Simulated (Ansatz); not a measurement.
# Preparing MgH2 (P4_2/mnm) as a host crystal, part 2 of 3

Before any defect goes in: MgH2 (P4_2/mnm) at rest, and how it screens a charge.

Ansatz 0.2.0; plane-wave PAW DFT, PBEsol; relaxation of the host's cell and atoms (the session's first sound run).

So far. Step 3 (Dielectric tensors of the host): The principal values of the electronic dielectric tensor are 4.16, 4.16 and 4.21. The principal values of the static dielectric tensor are 8.50, 11.89 and 11.89.

## 4. Defect free supercell relaxed from its symmetric sites

This step: plane-wave PAW DFT, PBEsol; relaxation of the defect-free supercell from its symmetric sites (Ansatz 0.2.0).

System of this step: MgH2 (P4_2/mnm). The cell holds 72 atoms: 24 Mg and 48 H. Its edges and angles: a = 8.954 Å, b = 8.954 Å, c = 9.023 Å, α = 90.0°, β = 90.0°, γ = 90.0°.

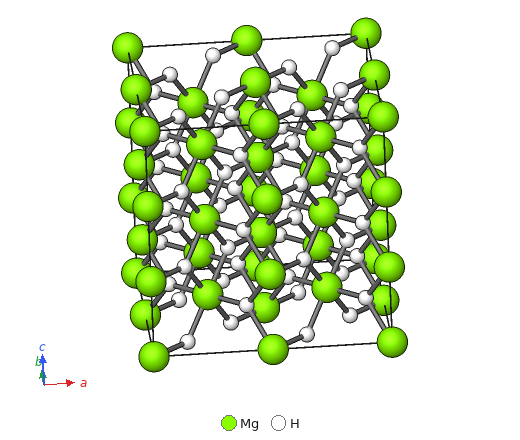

The cell of this step (magnesium green, hydrogen white). Some periodic images of atoms are drawn too.

Input file pristine.symmetric/input.yaml:

```yaml
crystal:
  lattice:
    - [8.9543703058, 0.0, 0.0]
    - [0.0, 8.9543703058, 0.0]
    - [0.0, 0.0, 9.023222099]
  atoms:
    - { symbol: Mg, position: [0.25, 0.25, 0.1666666667] }
    - { symbol: Mg, position: [0.0, 0.0, 0.0] }
    - { symbol: H, position: [0.3477718752, 0.3477718752, 0.0] }
    - { symbol: H, position: [0.4022281248, 0.0977718752, 0.1666666667] }
    - { symbol: H, position: [0.1522281248, 0.1522281248, 0.0] }
    - { symbol: H, position: [0.0977718752, 0.4022281248, 0.1666666667] }
    - { symbol: Mg, position: [0.25, 0.25, 0.5] }
    - { symbol: Mg, position: [0.0, 0.0, 0.3333333333] }
    - { symbol: H, position: [0.3477718752, 0.3477718752, 0.3333333333] }
    - { symbol: H, position: [0.4022281248, 0.0977718752, 0.5] }
    - { symbol: H, position: [0.1522281248, 0.1522281248, 0.3333333333] }
    - { symbol: H, position: [0.0977718752, 0.4022281248, 0.5] }
    - { symbol: Mg, position: [0.25, 0.25, 0.8333333333] }
    - { symbol: Mg, position: [0.0, 0.0, 0.6666666667] }
    - { symbol: H, position: [0.3477718752, 0.3477718752, 0.6666666667] }
    - { symbol: H, position: [0.4022281248, 0.0977718752, 0.8333333333] }
    - { symbol: H, position: [0.1522281248, 0.1522281248, 0.6666666667] }
    - { symbol: H, position: [0.0977718752, 0.4022281248, 0.8333333333] }
    - { symbol: Mg, position: [0.25, 0.75, 0.1666666667] }
    - { symbol: Mg, position: [0.0, 0.5, 0.0] }
    - { symbol: H, position: [0.3477718752, 0.8477718752, 0.0] }
    - { symbol: H, position: [0.4022281248, 0.5977718752, 0.1666666667] }
    - { symbol: H, position: [0.1522281248, 0.6522281248, 0.0] }
    - { symbol: H, position: [0.0977718752, 0.9022281248, 0.1666666667] }
    - { symbol: Mg, position: [0.25, 0.75, 0.5] }
    - { symbol: Mg, position: [0.0, 0.5, 0.3333333333] }
    - { symbol: H, position: [0.3477718752, 0.8477718752, 0.3333333333] }
    - { symbol: H, position: [0.4022281248, 0.5977718752, 0.5] }
    - { symbol: H, position: [0.1522281248, 0.6522281248, 0.3333333333] }
    - { symbol: H, position: [0.0977718752, 0.9022281248, 0.5] }
    - { symbol: Mg, position: [0.25, 0.75, 0.8333333333] }
    - { symbol: Mg, position: [0.0, 0.5, 0.6666666667] }
    - { symbol: H, position: [0.3477718752, 0.8477718752, 0.6666666667] }
    - { symbol: H, position: [0.4022281248, 0.5977718752, 0.8333333333] }
    - { symbol: H, position: [0.1522281248, 0.6522281248, 0.6666666667] }
    - { symbol: H, position: [0.0977718752, 0.9022281248, 0.8333333333] }
    - { symbol: Mg, position: [0.75, 0.25, 0.1666666667] }
    - { symbol: Mg, position: [0.5, 0.0, 0.0] }
    - { symbol: H, position: [0.8477718752, 0.3477718752, 0.0] }
    - { symbol: H, position: [0.9022281248, 0.0977718752, 0.1666666667] }
    - { symbol: H, position: [0.6522281248, 0.1522281248, 0.0] }
    - { symbol: H, position: [0.5977718752, 0.4022281248, 0.1666666667] }
    - { symbol: Mg, position: [0.75, 0.25, 0.5] }
    - { symbol: Mg, position: [0.5, 0.0, 0.3333333333] }
    - { symbol: H, position: [0.8477718752, 0.3477718752, 0.3333333333] }
    - { symbol: H, position: [0.9022281248, 0.0977718752, 0.5] }
    - { symbol: H, position: [0.6522281248, 0.1522281248, 0.3333333333] }
    - { symbol: H, position: [0.5977718752, 0.4022281248, 0.5] }
    - { symbol: Mg, position: [0.75, 0.25, 0.8333333333] }
    - { symbol: Mg, position: [0.5, 0.0, 0.6666666667] }
    - { symbol: H, position: [0.8477718752, 0.3477718752, 0.6666666667] }
    - { symbol: H, position: [0.9022281248, 0.0977718752, 0.8333333333] }
    - { symbol: H, position: [0.6522281248, 0.1522281248, 0.6666666667] }
    - { symbol: H, position: [0.5977718752, 0.4022281248, 0.8333333333] }
    - { symbol: Mg, position: [0.75, 0.75, 0.1666666667] }
    - { symbol: Mg, position: [0.5, 0.5, 0.0] }
    - { symbol: H, position: [0.8477718752, 0.8477718752, 0.0] }
    - { symbol: H, position: [0.9022281248, 0.5977718752, 0.1666666667] }
    - { symbol: H, position: [0.6522281248, 0.6522281248, 0.0] }
    - { symbol: H, position: [0.5977718752, 0.9022281248, 0.1666666667] }
    - { symbol: Mg, position: [0.75, 0.75, 0.5] }
    - { symbol: Mg, position: [0.5, 0.5, 0.3333333333] }
    - { symbol: H, position: [0.8477718752, 0.8477718752, 0.3333333333] }
    - { symbol: H, position: [0.9022281248, 0.5977718752, 0.5] }
    - { symbol: H, position: [0.6522281248, 0.6522281248, 0.3333333333] }
    - { symbol: H, position: [0.5977718752, 0.9022281248, 0.5] }
    - { symbol: Mg, position: [0.75, 0.75, 0.8333333333] }
    - { symbol: Mg, position: [0.5, 0.5, 0.6666666667] }
    - { symbol: H, position: [0.8477718752, 0.8477718752, 0.6666666667] }
    - { symbol: H, position: [0.9022281248, 0.5977718752, 0.8333333333] }
    - { symbol: H, position: [0.6522281248, 0.6522281248, 0.6666666667] }
    - { symbol: H, position: [0.5977718752, 0.9022281248, 0.8333333333] }
basis:
  ecutwfc: 420
  xc_grid: 2
hamiltonian:
  xc: pbesol
kpoints:
  mp_grid: { grid: [1, 1, 1], shift: [0.25, 0.25, 0.25] }
scf:
  occupations: { method: fermi_dirac, width: 0.01 }
  max_iter: 80
output:
  forces: true
relax:
  f_tol: 0.01
  max_steps: 60
  escape_saddle: false
checkpoint:
  write: "../pristine.symmetric.run"
  compress: false
  write_wavefunctions: false
  write_every: 100000
```

Command:

```sh
$ ansatz run input.yaml --threads 8 --pin off --max-ram 13189MiB --backend cpu --events-out ev --progress --plain --runs-dir out
```

Numbers of over 12 decimals in the logs are rounded to 6 here.

What it wrote:

```text
[...]
Crystal: 72 atoms, lattice volume = 723.489 Å³
Basis set: ecut = 420 eV, 14111 PW (Γ), exchange–correlation on 120×120×128 points (8 copies of the dense FFT grid, shifted against one another)
Bands: 216, of which v1, the nominal top of the filled ones, is band 144 counted from 1 (143 counted from 0)
Symmetry: 48 space group operations
k-points: 1
[...]
SCF iter   1: F=—  HF=-46653.564023 eV  |F-HF|=—  |Δ(HF+E_count)|=         —  Δρ=7.70e-3  dr2=3.06e-1  ethr=1.77e-3  ⟨swp⟩=6.0  Hψ=981  notcnv=0  defer=31
[...]
SCF iter   6: F=-46653.456207 eV  HF=-46653.456207 eV  |F-HF|=3.51e-9  |Δ(HF+E_count)|=   3.00e-7  Δρ=1.01e-6  dr2=6.48e-9  ethr=2.01e-10  ⟨swp⟩=1.0  Hψ=417  notcnv=0
SCF 1 converged in 6 iterations: F = -46653.456207 eV  dr2 = 6.48e-9
[...]
relax step   1: F+E_penalty+E_count = -46653.45620716 eV  Δ(F+E_penalty+E_count) = +0.000e0 eV  max|allowed force component| = 3.328e-3 eV/Å  Δτ_max = 0.0000 Å  (6 SCF iters, dr2 threshold 2.50e-6 eV, accepted)
[...]
SCF iter   3: F=-46653.456207 eV  HF=-46653.456207 eV  |F-HF|=3.42e-10  |Δ(HF+E_count)|=  9.82e-10  Δρ=3.14e-7  dr2=7.93e-10  ethr=1.04e-12  ⟨swp⟩=1.0  Hψ=513  notcnv=0
SCF 2 converged in 3 iterations: F = -46653.456207 eV  dr2 = 7.93e-10
relax step   2: F+E_penalty+E_count = -46653.45620716 eV  Δ(F+E_penalty+E_count) = -7.276e-10 eV  max|allowed force component| = 3.328e-3 eV/Å  Δτ_max = 0.0000 Å  (3 SCF iters, accepted)
SCF converged after 3 iterations
Free energy (F): -46653.456207 eV
[...]
Internal energy: -46653.456207 eV  (E = F + TS)
E sigma→0 (E₀):  -46653.456207 eV
Fermi energy:    3.834723 eV
[...]
--- Forces (eV/Å), atoms counted from 1 ---
  atom   1  Mg    -0.00000000    -0.00000000    -0.00000000
  atom   2  Mg     0.00000000    -0.00000000     0.00000000
  atom   3  H     -0.00018641    -0.00018641     0.00332840
  atom   4  H      0.00113143    -0.00113143     0.00000000
  atom   5  H      0.00018641     0.00018641    -0.00332840
  atom   6  H     -0.00113143     0.00113143    -0.00000000
  atom   7  Mg     0.00000000     0.00000000     0.00000000
  atom   8  Mg    -0.00000000     0.00000000     0.00000000
  atom   9  H     -0.00018641    -0.00018641     0.00332840
  atom  10  H      0.00113143    -0.00113143     0.00000000
  atom  11  H      0.00018641     0.00018641    -0.00332840
  atom  12  H     -0.00113143     0.00113143     0.00000000
  atom  13  Mg     0.00000000     0.00000000     0.00000000
  atom  14  Mg    -0.00000000     0.00000000     0.00000000
  atom  15  H     -0.00018641    -0.00018641     0.00332840
  atom  16  H      0.00113143    -0.00113143     0.00000000
  atom  17  H      0.00018641     0.00018641    -0.00332840
  atom  18  H     -0.00113143     0.00113143     0.00000000
  atom  19  Mg    -0.00000000     0.00000000    -0.00000000
  atom  20  Mg     0.00000000     0.00000000     0.00000000
  atom  21  H     -0.00018641    -0.00018641     0.00332840
  atom  22  H      0.00113143    -0.00113143     0.00000000
  atom  23  H      0.00018641     0.00018641    -0.00332840
  atom  24  H     -0.00113143     0.00113143     0.00000000
  atom  25  Mg    -0.00000000     0.00000000     0.00000000
  atom  26  Mg     0.00000000     0.00000000     0.00000000
  atom  27  H     -0.00018641    -0.00018641     0.00332840
  atom  28  H      0.00113143    -0.00113143    -0.00000000
  atom  29  H      0.00018641     0.00018641    -0.00332840
  atom  30  H     -0.00113143     0.00113143    -0.00000000
  atom  31  Mg     0.00000000    -0.00000000     0.00000000
  atom  32  Mg    -0.00000000    -0.00000000    -0.00000000
  atom  33  H     -0.00018641    -0.00018641     0.00332840
  atom  34  H      0.00113143    -0.00113143    -0.00000000
  atom  35  H      0.00018641     0.00018641    -0.00332840
  atom  36  H     -0.00113143     0.00113143    -0.00000000
  atom  37  Mg     0.00000000    -0.00000000     0.00000000
  atom  38  Mg     0.00000000     0.00000000     0.00000000
  atom  39  H     -0.00018641    -0.00018641     0.00332840
  atom  40  H      0.00113143    -0.00113143     0.00000000
[...]
atom  61  Mg     0.00000000     0.00000000     0.00000000
  atom  62  Mg     0.00000000     0.00000000     0.00000000
  atom  63  H     -0.00018641    -0.00018641     0.00332840
  atom  64  H      0.00113143    -0.00113143    -0.00000000
  atom  65  H      0.00018641     0.00018641    -0.00332840
  atom  66  H     -0.00113143     0.00113143    -0.00000000
  atom  67  Mg    -0.00000000    -0.00000000     0.00000000
  atom  68  Mg    -0.00000000     0.00000000     0.00000000
  atom  69  H     -0.00018641    -0.00018641     0.00332840
  atom  70  H      0.00113143    -0.00113143    -0.00000000
  atom  71  H      0.00018641     0.00018641    -0.00332840
  atom  72  H     -0.00113143     0.00113143     0.00000000
  max |Σ_I F_I| component: 9.97e-18 eV/Å
--- Relaxed structure (2 steps of the walk, 2 accepted, 0 SCFs on fresh bases) ---
  F+E_penalty+E_count = -46653.45620716 eV   max|allowed force component| = 3.328e-3 eV/Å
  atoms:
    - { symbol: Mg, position: [0.25, 0.25, 0.166667] }
    - { symbol: Mg, position: [0.0, 0.0, 0.0] }
    - { symbol: H, position: [0.3477718752, 0.3477718752, 0.0] }
    - { symbol: H, position: [0.4022281248, 0.0977718752, 0.166667] }
    - { symbol: H, position: [0.1522281248, 0.1522281248, 0.0] }
    - { symbol: H, position: [0.0977718752, 0.4022281248, 0.166667] }
    - { symbol: Mg, position: [0.25, 0.25, 0.5] }
    - { symbol: Mg, position: [0.0, 0.0, 0.333333] }
    - { symbol: H, position: [0.3477718752, 0.3477718752, 0.333333] }
    - { symbol: H, position: [0.4022281248, 0.0977718752, 0.5] }
    - { symbol: H, position: [0.1522281248, 0.1522281248, 0.333333] }
    - { symbol: H, position: [0.0977718752, 0.4022281248, 0.5] }
    - { symbol: Mg, position: [0.25, 0.25, 0.833333] }
    - { symbol: Mg, position: [0.0, 0.0, 0.666667] }
    - { symbol: H, position: [0.3477718752, 0.3477718752, 0.666667] }
    - { symbol: H, position: [0.4022281248, 0.0977718752, 0.833333] }
    - { symbol: H, position: [0.1522281248, 0.1522281248, 0.666667] }
    - { symbol: H, position: [0.0977718752, 0.4022281248, 0.833333] }
    - { symbol: Mg, position: [0.25, 0.75, 0.166667] }
    - { symbol: Mg, position: [0.0, 0.5, 0.0] }
    - { symbol: H, position: [0.3477718752, 0.8477718752, 0.0] }
    - { symbol: H, position: [0.4022281248, 0.5977718752, 0.166667] }
    - { symbol: H, position: [0.1522281248, 0.6522281248, 0.0] }
    - { symbol: H, position: [0.0977718752, 0.9022281248, 0.166667] }
    - { symbol: Mg, position: [0.25, 0.75, 0.5] }
    - { symbol: Mg, position: [0.0, 0.5, 0.333333] }
    - { symbol: H, position: [0.3477718752, 0.8477718752, 0.333333] }
    - { symbol: H, position: [0.4022281248, 0.5977718752, 0.5] }
    - { symbol: H, position: [0.1522281248, 0.6522281248, 0.333333] }
    - { symbol: H, position: [0.0977718752, 0.9022281248, 0.5] }
    - { symbol: Mg, position: [0.25, 0.75, 0.833333] }
    - { symbol: Mg, position: [0.0, 0.5, 0.666667] }
    - { symbol: H, position: [0.3477718752, 0.8477718752, 0.666667] }
    - { symbol: H, position: [0.4022281248, 0.5977718752, 0.833333] }
    - { symbol: H, position: [0.1522281248, 0.6522281248, 0.666667] }
    - { symbol: H, position: [0.0977718752, 0.9022281248, 0.833333] }
    - { symbol: Mg, position: [0.75, 0.25, 0.166667] }
    - { symbol: Mg, position: [0.5, 0.0, 0.0] }
    - { symbol: H, position: [0.8477718752, 0.3477718752, 0.0] }
    - { symbol: H, position: [0.9022281248, 0.0977718752, 0.166667] }
    - { symbol: H, position: [0.6522281248, 0.1522281248, 0.0] }
    - { symbol: H, position: [0.5977718752, 0.4022281248, 0.166667] }
    - { symbol: Mg, position: [0.75, 0.25, 0.5] }
    - { symbol: Mg, position: [0.5, 0.0, 0.333333] }
    - { symbol: H, position: [0.8477718752, 0.3477718752, 0.333333] }
    - { symbol: H, position: [0.9022281248, 0.0977718752, 0.5] }
    - { symbol: H, position: [0.6522281248, 0.1522281248, 0.333333] }
    - { symbol: H, position: [0.5977718752, 0.4022281248, 0.5] }
    - { symbol: Mg, position: [0.75, 0.25, 0.833333] }
    - { symbol: Mg, position: [0.5, 0.0, 0.666667] }
    - { symbol: H, position: [0.8477718752, 0.3477718752, 0.666667] }
    - { symbol: H, position: [0.9022281248, 0.0977718752, 0.833333] }
    - { symbol: H, position: [0.6522281248, 0.1522281248, 0.666667] }
    - { symbol: H, position: [0.5977718752, 0.4022281248, 0.833333] }
    - { symbol: Mg, position: [0.75, 0.75, 0.166667] }
    - { symbol: Mg, position: [0.5, 0.5, 0.0] }
    - { symbol: H, position: [0.8477718752, 0.8477718752, 0.0] }
    - { symbol: H, position: [0.9022281248, 0.5977718752, 0.166667] }
    - { symbol: H, position: [0.6522281248, 0.6522281248, 0.0] }
    - { symbol: H, position: [0.5977718752, 0.9022281248, 0.166667] }
    - { symbol: Mg, position: [0.75, 0.75, 0.5] }
    - { symbol: Mg, position: [0.5, 0.5, 0.333333] }
    - { symbol: H, position: [0.8477718752, 0.8477718752, 0.333333] }
    - { symbol: H, position: [0.9022281248, 0.5977718752, 0.5] }
    - { symbol: H, position: [0.6522281248, 0.6522281248, 0.333333] }
    - { symbol: H, position: [0.5977718752, 0.9022281248, 0.5] }
    - { symbol: Mg, position: [0.75, 0.75, 0.833333] }
    - { symbol: Mg, position: [0.5, 0.5, 0.666667] }
    - { symbol: H, position: [0.8477718752, 0.8477718752, 0.666667] }
    - { symbol: H, position: [0.9022281248, 0.5977718752, 0.833333] }
    - { symbol: H, position: [0.6522281248, 0.6522281248, 0.666667] }
    - { symbol: H, position: [0.5977718752, 0.9022281248, 0.833333] }
```

Wall time 5.2 s (8 threads of Arm Neoverse N1, shared host); peak memory 1.1 GiB; 34 s of CPU time.

Hardly anything moved in the relaxation; the energy changed by under 0.2 meV an atom.

[end of part 2 of 3]

[Logs are printed without paths, hosts, clocks, repeated set-up lines and the standing remarks that a program may print on its own settings, such as how far it seeks lower states.]

[Hosts, paths, dates, database ids (printed as entryN), source tags and the programs' standing remarks are cut or masked in the printed files.]

[Runs of the host that timed out are not shown.]

[For some hosts the program warned that the k-mesh of the response run may be too coarse for force constants and the static dielectric constant; such warnings are not always shown.]
